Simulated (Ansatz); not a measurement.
## Al wire along [100], 12 atoms a period: bands along the axis

Aim: is the Al wire along [100], 12 atoms a period a metal or a semiconductor?

Program: Ansatz 0.2.0. Level of theory: DFT PBE, plane waves, PAW; relaxation of a wire's period; PAW set soft_1, in the first sound run; inputs show where later runs differ. Results are calculated unless marked as measured.

## Step 1: The starting structure

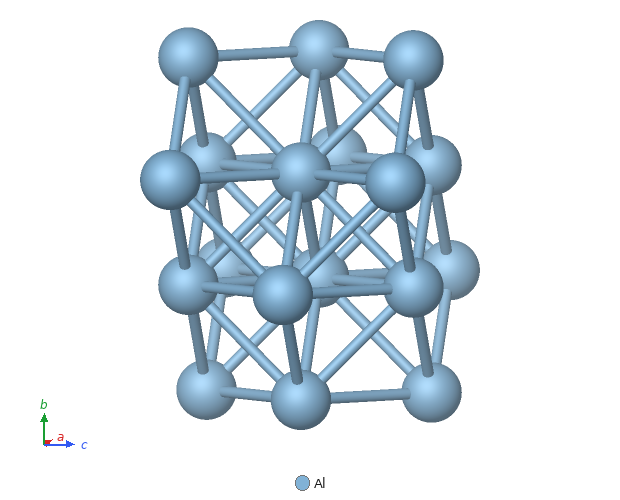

Start, viewed from the side, with the c axis across the page; aluminium light blue. Some periodic images of atoms are drawn too.

The cell holds 12 atoms: 12 Al. Its edges and angles: a = 12.860 Å, b = 12.860 Å, c = 4.040 Å, α = 90.0°, β = 90.0°, γ = 90.0°. Vacuum lies along a and b. The structure's axis is c.

## Step 2: Relaxing the period

Band widths follow the bond lengths, so the wire is relaxed first. The atoms and the third cell vector are free; the box across stays fixed as vacuum. A Fermi-Dirac smearing is set since the result may be a metal. The pressure printed is a third of the stress's trace over the whole box, vacuum included; only the stress along the axis is relaxed.

input.yaml reads:

```yaml
crystal:
  lattice:
    - [12.86, 0.0, 0.0]
    - [0.0, 12.86, 0.0]
    - [0.0, 0.0, 4.04]
  atoms:
    - { symbol: Al, position: [0.264385692, 0.578538103, 0.0] }
    - { symbol: Al, position: [0.421461897, 0.421461897, 0.0] }
    - { symbol: Al, position: [0.421461897, 0.735614308, 0.0] }
    - { symbol: Al, position: [0.578538103, 0.264385692, 0.0] }
    - { symbol: Al, position: [0.578538103, 0.578538103, 0.0] }
    - { symbol: Al, position: [0.735614308, 0.421461897, 0.0] }
    - { symbol: Al, position: [0.264385692, 0.421461897, 0.5] }
    - { symbol: Al, position: [0.421461897, 0.264385692, 0.5] }
    - { symbol: Al, position: [0.421461897, 0.578538103, 0.5] }
    - { symbol: Al, position: [0.578538103, 0.421461897, 0.5] }
    - { symbol: Al, position: [0.578538103, 0.735614308, 0.5] }
    - { symbol: Al, position: [0.735614308, 0.578538103, 0.5] }
kpoints:
  mp_grid: { grid: [1, 1, 20] }
scf:
  occupations: { method: fermi_dirac, width: 0.05 }
hamiltonian:
  xc: pbe
  pseudopotentials: { kind: paw, azcp: { folder: soft_1 } }
relax:
  cell: { fix: [a, b, alpha, beta, gamma] }
  max_steps: 45
  f_tol: 0.03
```

On the command line:

```
> ansatz run input.yaml --threads 4 --pin off --max-ram 16384MiB --backend cpu --events-out ev --progress --plain --runs-dir out
```

Numbers of over 12 decimals in the logs are rounded to 6 here.

The program printed:

```text
Engine: ansatz 0.2.0, x86_64-unknown-linux-gnu
Pseudopotentials: kind: paw
Pseudopotential: Al, paw, valence charge 3, recommended cutoff 420 eV (normal), soft_1/Al.paw.azcp
Functional definition: PBE
  parameter kappa = 0.804
  parameter beta = 0.066725
  exchange = pbe_x(kappa = kappa, mu = beta*pi^2/3)
  correlation = pbe_c(beta = beta)
Crystal: 12 atoms, lattice volume = 668.134 Å³
Basis set: ecut = 420 eV, 13133 PW (Γ), exchange–correlation on 180×180×60 points (8 copies of the dense FFT grid, shifted against one another)
Bands: 30, of which v1, the nominal top of the filled ones, is band 18 counted from 1 (17 counted from 0)
Symmetry: 16 space group operations
Space group: P42/mcm (ITA 132), of the structure as read, at distance tolerance 8.7e-5 Å
k-points: 11 of 20
Non-local potential: Al, projectors of the file, l = 0: 2, l = 1: 2, l = 2: 1
PAW form: soft (Blöchl's): semilocal exchange-correlation on the pseudo side does not see the compensation charge
PAW one-centre angular grid: Al, 110 points (default); XC on 64 Gauss nodes
Initial density: superposition of atomic densities (neutral atoms: chi_scale 0, normalization atom)
Initial wavefunctions: pseudopotential atomic-orbital guess
Functional: x = pbe(κ = 0.804, μ = 0.219515), c = pbe(β = 0.066725)
SCF iter   1: F=—  HF=-6446.086538 eV  |F-HF|=—  |Δ(HF+E_count)|=         —  Δρ=1.79e-2  dr2=1.80e1  ethr=3.10e-3  ⟨swp⟩=8.6  Hψ=2023  notcnv=0  defer=1
preconditioner: auto → LDOS  [insulator: Δε(μ)=0.135 eV  Ē_g=5.780 eV  σ=0.050 eV  W_gap=0.51  n_scr=46 (ndim 8)  ℏωp=8.6 eV  f_vac=0.373  D(μ)=6.63/eV (n_scr^D=20)  ε∞_Penn≈3.2  β→1.0]
SCF iter   2: F=—  HF=-6443.222690 eV  |F-HF|=—  |Δ(HF+E_count)|=    2.86e0  Δρ=1.04e-2  dr2=2.04e0  ethr=3.10e-3  ⟨swp⟩=3.8  Hψ=901  notcnv=0  defer=28
SCF iter   3: F=—  HF=-6443.096134 eV  |F-HF|=—  |Δ(HF+E_count)|=   1.27e-1  Δρ=1.93e-3  dr2=1.69e-1  ethr=3.10e-3  ⟨swp⟩=4.0  Hψ=827  notcnv=0  defer=25
SCF iter   4: F=—  HF=-6443.069867 eV  |F-HF|=—  |Δ(HF+E_count)|=   2.63e-2  Δρ=5.08e-4  dr2=1.29e-2  ethr=4.70e-4  ⟨swp⟩=2.6  Hψ=521  notcnv=0  defer=25
SCF iter   5: F=—  HF=-6443.069380 eV  |F-HF|=—  |Δ(HF+E_count)|=   4.87e-4  Δρ=1.83e-4  dr2=4.34e-4  ethr=3.59e-5  ⟨swp⟩=2.3  Hψ=467  notcnv=0  defer=25
SCF iter   6: F=—  HF=-6443.069521 eV  |F-HF|=—  |Δ(HF+E_count)|=   1.41e-4  Δρ=4.20e-5  dr2=4.64e-5  ethr=1.20e-6  ⟨swp⟩=2.2  Hψ=501  notcnv=0  defer=25
SCF iter   7: F=—  HF=-6443.069392 eV  |F-HF|=—  |Δ(HF+E_count)|=   1.30e-4  Δρ=9.19e-6  dr2=2.40e-6  ethr=1.29e-7  ⟨swp⟩=2.7  Hψ=527  notcnv=0  defer=25
SCF iter   8: F=-6443.069391 eV  HF=-6443.069392 eV  |F-HF|=3.60e-8  |Δ(HF+E_count)|=   1.81e-7  Δρ=2.34e-6  dr2=8.90e-8  ethr=2.78e-10  ⟨swp⟩=4.3  Hψ=1500  notcnv=0
SCF 1 converged in 8 iterations: F = -6443.069391 eV  dr2 = 8.90e-8
  greatest PAW one-centre occupation: 0.500 electrons in one spin orbital (limit 2), on the Al atom at site 11 (counted from 0), in its partial waves of l = 0
relax step   1: F+E_penalty+E_count = -6443.06939147 eV  Δ(F+E_penalty+E_count) = +0.000e0 eV  max|allowed force component| = 3.984e-1 eV/Å  Δτ_max = 0.0000 Å  P = -1.325 GPa  Ω = 668.134 Å³  fix = [a, b, alpha, beta, gamma]  reactions: a -1.053, b -1.053 GPa  (8 SCF iters, dr2 threshold 1.00e-7 eV, accepted)
Crystal: 12 atoms, lattice volume = 644.804 Å³
Basis set: ecut = 420 eV, 12605 PW (Γ), exchange–correlation on 180×180×60 points (8 copies of the dense FFT grid, shifted against one another)
Initial density: handed on by an earlier stage of this run
Initial wavefunctions: those handed on with the density
iter 1 solved again at ethr=1.51e-3 eV; its pass at ethr=3.10e-3 eV (dr2=5.44e-1 eV) is discarded
SCF iter   1: F=—  HF=-6443.460841 eV  |F-HF|=—  |Δ(HF+E_count)|=         —  Δρ=3.32e-3  dr2=5.75e-1  ethr=1.51e-3  ⟨swp⟩=1.5  Hψ=2014  notcnv=0
preconditioner: auto → LDOS  [insulator: Δε(μ)=0.110 eV  Ē_g=5.727 eV  σ=0.050 eV  W_gap=0.50  n_scr=46 (ndim 8)  ℏωp=8.8 eV  f_vac=0.426  D(μ)=3.63/eV (n_scr^D=12)  ε∞_Penn≈3.3  β→1.0]
SCF iter   2: F=—  HF=-6443.439168 eV  |F-HF|=—  |Δ(HF+E_count)|=   2.17e-2  Δρ=3.30e-3  dr2=5.63e-1  ethr=1.51e-3  ⟨swp⟩=4.0  Hψ=779  notcnv=0
SCF iter   3: F=—  HF=-6443.357517 eV  |F-HF|=—  |Δ(HF+E_count)|=   8.17e-2  Δρ=2.97e-4  dr2=5.66e-4  ethr=1.51e-3  ⟨swp⟩=2.0  Hψ=503  notcnv=0  defer=23
SCF iter   4: F=—  HF=-6443.360392 eV  |F-HF|=—  |Δ(HF+E_count)|=   2.88e-3  Δρ=1.58e-4  dr2=1.26e-3  ethr=1.57e-6  ⟨swp⟩=3.2  Hψ=713  notcnv=0  defer=25
SCF iter   5: F=—  HF=-6443.360212 eV  |F-HF|=—  |Δ(HF+E_count)|=   1.79e-4  Δρ=3.27e-5  dr2=4.31e-5  ethr=1.57e-6  ⟨swp⟩=2.0  Hψ=407  notcnv=0  defer=25
SCF iter   6: F=—  HF=-6443.360212 eV  |F-HF|=—  |Δ(HF+E_count)|=   1.16e-7  Δρ=1.23e-5  dr2=5.78e-6  ethr=1.20e-7  ⟨swp⟩=2.3  Hψ=492  notcnv=0  defer=25
SCF iter   7: F=—  HF=-6443.360212 eV  |F-HF|=—  |Δ(HF+E_count)|=   7.60e-7  Δρ=5.54e-6  dr2=1.30e-6  ethr=3.33e-9  ⟨swp⟩=5.1  Hψ=1134  notcnv=0
SCF iter   8: F=-6443.360211 eV  HF=-6443.360211 eV  |F-HF|=2.45e-8  |Δ(HF+E_count)|=   2.05e-7  Δρ=7.39e-7  dr2=2.79e-8  ethr=3.33e-9  ⟨swp⟩=4.0  Hψ=976  notcnv=0
SCF 2 converged in 8 iterations: F = -6443.360211 eV  dr2 = 2.79e-8
  greatest PAW one-centre occupation: 0.494 electrons in one spin orbital (limit 2), on the Al atom at site 11 (counted from 0), in its partial waves of l = 0
relax step   2: F+E_penalty+E_count = -6443.36021129 eV  Δ(F+E_penalty+E_count) = -2.908e-1 eV  max|allowed force component| = 1.348e-1 eV/Å  Δτ_max = 0.0932 Å  P = +0.163 GPa  Ω = 644.804 Å³  energy of the carried Pulay correction = +1.433e-3 eV  fix = [a, b, alpha, beta, gamma]  reactions: a +0.283, b +0.283 GPa  (8 SCF iters, dr2 threshold 1.20e-6 eV, accepted)
Crystal: 12 atoms, lattice volume = 638.387 Å³
Basis set: ecut = 420 eV, 12501 PW (Γ), exchange–correlation on 180×180×60 points (8 copies of the dense FFT grid, shifted against one another)
iter 1 solved again at ethr=1.34e-4 eV; its pass at ethr=3.10e-3 eV (dr2=4.84e-2 eV) is discarded
SCF iter   1: F=—  HF=-6443.402932 eV  |F-HF|=—  |Δ(HF+E_count)|=         —  Δρ=9.85e-4  dr2=4.69e-2  ethr=1.34e-4  ⟨swp⟩=2.5  Hψ=1813  notcnv=0
preconditioner: auto → LDOS  [insulator: Δε(μ)=0.117 eV  Ē_g=5.623 eV  σ=0.050 eV  W_gap=0.53  n_scr=38 (ndim 8)  ℏωp=8.8 eV  f_vac=0.417  D(μ)=5.14/eV (n_scr^D=20)  ε∞_Penn≈3.5  β→1.0]
SCF iter   2: F=—  HF=-6443.397608 eV  |F-HF|=—  |Δ(HF+E_count)|=   5.32e-3  Δρ=6.51e-4  dr2=1.63e-2  ethr=1.30e-4  ⟨swp⟩=2.6  Hψ=634  notcnv=0
SCF iter   3: F=—  HF=-6443.395341 eV  |F-HF|=—  |Δ(HF+E_count)|=   2.27e-3  Δρ=1.25e-4  dr2=4.49e-4  ethr=4.52e-5  ⟨swp⟩=2.8  Hψ=554  notcnv=0
[...]
relax step   7: F+E_penalty+E_count = -6443.45267019 eV  Δ(F+E_penalty+E_count) = -3.582e-2 eV  max|allowed force component| = 8.530e-2 eV/Å  Δτ_max = 0.0745 Å  P = -0.088 GPa  Ω = 605.786 Å³  energy of the carried Pulay correction = +3.947e-3 eV  fix = [a, b, alpha, beta, gamma]  reactions: a -0.168, b -0.168 GPa  (6 SCF iters, dr2 threshold 4.57e-7 eV, accepted)
relax step   8: F+E_penalty+E_count = -6443.46864898 eV  Δ(F+E_penalty+E_count) = -1.598e-2 eV  max|allowed force component| = 4.116e-2 eV/Å  Δτ_max = 0.0211 Å  P = -0.108 GPa  Ω = 610.484 Å³  energy of the carried Pulay correction = +3.636e-3 eV  fix = [a, b, alpha, beta, gamma]  reactions: a -0.232, b -0.232 GPa  (6 SCF iters, dr2 threshold 4.55e-7 eV, accepted)
relax step   9: F+E_penalty+E_count = -6443.40547721 eV  Δ(F+E_penalty+E_count) = +6.317e-2 eV  max|allowed force component| = 8.647e-2 eV/Å  Δτ_max = 0.0626 Å  P = -0.046 GPa  Ω = 628.128 Å³  energy of the carried Pulay correction = +2.489e-3 eV  fix = [a, b, alpha, beta, gamma]  (7 SCF iters, dr2 threshold 1.06e-7 eV, rejected (line search))
relax step  10: F+E_penalty+E_count = -6443.46239341 eV  Δ(F+E_penalty+E_count) = +6.256e-3 eV  max|allowed force component| = 4.063e-2 eV/Å  Δτ_max = 0.0256 Å  P = -0.113 GPa  Ω = 618.979 Å³  energy of the carried Pulay correction = +3.080e-3 eV  fix = [a, b, alpha, beta, gamma]  (9 SCF iters, rejected (line search))
relax step  11: F+E_penalty+E_count = -6443.47200305 eV  Δ(F+E_penalty+E_count) = -3.354e-3 eV  max|allowed force component| = 5.695e-3 eV/Å  Δτ_max = 0.0142 Å  P = -0.021 GPa  Ω = 612.584 Å³  energy of the carried Pulay correction = +3.498e-3 eV  fix = [a, b, alpha, beta, gamma]  reactions: a -0.059, b -0.059 GPa  (9 SCF iters, accepted)
relax step  12: F+E_penalty+E_count = -6443.47209291 eV  Δ(F+E_penalty+E_count) = -8.985e-5 eV  max|allowed force component| = 8.110e-4 eV/Å  Δτ_max = 0.0013 Å  P = -0.057 GPa  Ω = 613.258 Å³  energy of the carried Pulay correction = +3.453e-3 eV  fix = [a, b, alpha, beta, gamma]  reactions: a -0.083, b -0.083 GPa  (5 SCF iters, dr2 threshold 7.21e-9 eV, accepted)
Basis set: ecut = 420 eV, 12005 PW (Γ), exchange–correlation on 180×180×50 points (8 copies of the dense FFT grid, shifted against one another)
Initial wavefunctions: pseudopotential atomic-orbital guess (no wavefunctions were taken with the density)
iter 1 solved again at ethr=7.28e-7 eV; its pass at ethr=3.10e-3 eV (dr2=2.62e-4 eV) is discarded
SCF iter   1: F=—  HF=-6443.470423 eV  |F-HF|=—  |Δ(HF+E_count)|=         —  Δρ=2.08e-5  dr2=2.94e-7  ethr=7.28e-7  ⟨swp⟩=3.6  Hψ=3091  notcnv=0
eigensolver tolerance schedule: the retry pair's looser diagonalisation over-reported the residual by 890.28 of it (diagonalisation noise at 0.26 of the residual, at the tolerance the schedule requests for it); recorded, not acted on — ethr = c·dr2/N_el stays at c = 1.0e-1
preconditioner: auto → LDOS  [metal: Δε(μ)=0.080 eV  Ē_g=5.640 eV  σ=0.050 eV  W_gap=0.35  n_scr=38 (ndim 8)  ℏωp=9.0 eV  f_vac=0.402  D(μ)=4.97/eV (n_scr^D=20)  β→1.0]
SCF iter   2: F=—  HF=-6443.470411 eV  |F-HF|=—  |Δ(HF+E_count)|=   1.17e-5  Δρ=1.69e-6  dr2=9.37e-8  ethr=8.17e-10  ⟨swp⟩=3.2  Hψ=753  notcnv=0
SCF iter   3: F=—  HF=-6443.470411 eV  |F-HF|=—  |Δ(HF+E_count)|=   3.73e-9  Δρ=6.55e-7  dr2=7.42e-9  ethr=2.60e-10  ⟨swp⟩=2.0  Hψ=406  notcnv=0
SCF iter   4: F=—  HF=-6443.470411 eV  |F-HF|=—  |Δ(HF+E_count)|=  5.60e-10  Δρ=1.21e-7  dr2=3.57e-10  ethr=2.06e-11  ⟨swp⟩=2.6  Hψ=529  notcnv=0
SCF iter   5: F=-6443.470411 eV  HF=-6443.470411 eV  |F-HF|=1.73e-11  |Δ(HF+E_count)|=  3.00e-11  Δρ=4.25e-8  dr2=3.53e-11  ethr=1.00e-12  ⟨swp⟩=5.0  Hψ=1143  notcnv=0
SCF 13 converged in 5 iterations: F = -6443.470411 eV  dr2 = 3.53e-11
relax step  13: F+E_penalty+E_count = -6443.47041123 eV  Δ(F+E_penalty+E_count) = +1.682e-3 eV  max|allowed force component| = 8.556e-4 eV/Å  Δτ_max = 0.0000 Å  P = -0.062 GPa  Ω = 613.258 Å³  fix = [a, b, alpha, beta, gamma]  reactions: a -0.087, b -0.087 GPa  stress off target by 1.26e-2 GPa on what of the cell is left free  SCF on the basis re-selected at this cell (its energy is not comparable with the rows above)  (5 SCF iters)
basis re-selected at this cell: Δ(F+E_penalty+E_count) = +1.682e-3 eV, ΔP = -0.006 GPa vs the last step (what re-selecting the basis moved, of the pressure what is left beyond the Pulay correction that the steps carried, after the strain that the cell walked since its last selection, with what the two solves' SCF thresholds leave and, on support functions, any second-order correction that the steps lacked; it is no measure of the basis error at this ecutwfc). The dense FFT grid was sized anew with the basis: this SCF ran on 90×90×25 points, the steps before it on 90×90×30, so part of this shift can come from that change (see relax.cell in the input reference). [rest of the remark cut]
SCF converged after 5 iterations
Free energy (F): -6443.470411 eV
Harris-Foulkes:  -6443.470411 eV  (|F-HF|=1.73e-11)
Internal energy: -6443.430064 eV  (E = F + TS)
E sigma→0 (E₀):  -6443.450238 eV
Entropy (-TS):   -0.040347 eV (-3.362 meV/atom)
Fermi energy:    -0.289774 eV
--- Per-component energies (eV) ---
  E_band       = -144.790914
  E_kinetic    = 247.820845
  E_local      = -2406.014160  (includes V_loc(G=0)·N_el)
  E_nonlocal   = 125.279249
  E_hartree    = 1130.150212
  E_xc         = -437.489409
  E_vxc        = -329.781903  (∫ρ·V_xc dr)
  E_paw        = -5633.120062  (= ΣΔE_a)
  E_vpaw       = -42.395144  (= ΣTr[D̂ρ^β])
  E_aug_tail   = -0.000023  (compensation charges beyond the density's cutoff)
  E_ewald      = 529.943284
  E_smearing   = -0.040347  (= −TS)
  E_closure    = -0.000000  (closes the sum)
  Σ components = -6443.470411   (vs F -6443.470411, Δ=0.00e0)
--- Forces (eV/Å), atoms counted from 1 ---
  atom   1  Al     0.00028267     0.00085560     0.00000000
  atom   2  Al    -0.00030946    -0.00030946     0.00000000
  atom   3  Al    -0.00085560    -0.00028267    -0.00000000
  atom   4  Al     0.00085560     0.00028267     0.00000000
  atom   5  Al     0.00030946     0.00030946     0.00000000
  atom   6  Al    -0.00028267    -0.00085560    -0.00000000
  atom   7  Al     0.00028267    -0.00085560     0.00000000
  atom   8  Al    -0.00085560     0.00028267     0.00000000
  atom   9  Al    -0.00030946     0.00030946     0.00000000
  atom  10  Al     0.00030946    -0.00030946    -0.00000000
  atom  11  Al     0.00085560    -0.00028267    -0.00000000
  atom  12  Al    -0.00028267     0.00085560    -0.00000000
  max |Σ_I F_I| component: 2.17e-19 eV/Å
--- Stress (GPa, compression-positive) ---
       -0.087339      -0.000000      -0.000000
       -0.000000      -0.087339      -0.000000
       -0.000000      -0.000000      -0.012561
  P = ⅓ Tr σ = -0.0624 GPa (-0.624 kbar)
--- Relaxed structure (12 steps of the walk, 10 accepted, 1 SCFs on fresh bases) ---
  F+E_penalty+E_count = -6443.47041123 eV   max|allowed force component| = 8.556e-4 eV/Å   (the final SCF, on the basis selected at the relaxed cell)
  cell:  # Å, volume = 613.2580 Å³
    - [12.86, 0.0, 0.0]
    - [0.0, 12.86, 0.0]
    - [0.0, 0.0, 3.708184]
  atoms:
    - { symbol: Al, position: [0.262106, 0.578914, 0.0] }
    - { symbol: Al, position: [0.421848, 0.421848, 0.0] }
    - { symbol: Al, position: [0.421086, 0.737894, 0.0] }
    - { symbol: Al, position: [0.578914, 0.262106, 0.0] }
    - { symbol: Al, position: [0.578152, 0.578152, 0.0] }
    - { symbol: Al, position: [0.737894, 0.421086, 0.0] }
    - { symbol: Al, position: [0.262106, 0.421086, 0.5] }
    - { symbol: Al, position: [0.421086, 0.262106, 0.5] }
    - { symbol: Al, position: [0.421848, 0.578152, 0.5] }
    - { symbol: Al, position: [0.578152, 0.421848, 0.5] }
    - { symbol: Al, position: [0.578914, 0.737894, 0.5] }
    - { symbol: Al, position: [0.737894, 0.578914, 0.5] }
```

Elapsed: 53 s, on 4 threads of Intel Xeon Platinum 8259CL at 2.50GHz (Skylake/Cascade Lake), shared host; peak memory 1.1 GiB; 3.3 min of CPU time.

(Continued in part 2 of 2.)

[Logs are printed without paths, hosts, clocks, repeated set-up lines and the standing remarks that a program may print on its own settings, such as how far it seeks lower states.]

[Hosts, paths, dates, database ids (printed as entryN), source tags and the programs' standing remarks are cut or masked in the printed files.]
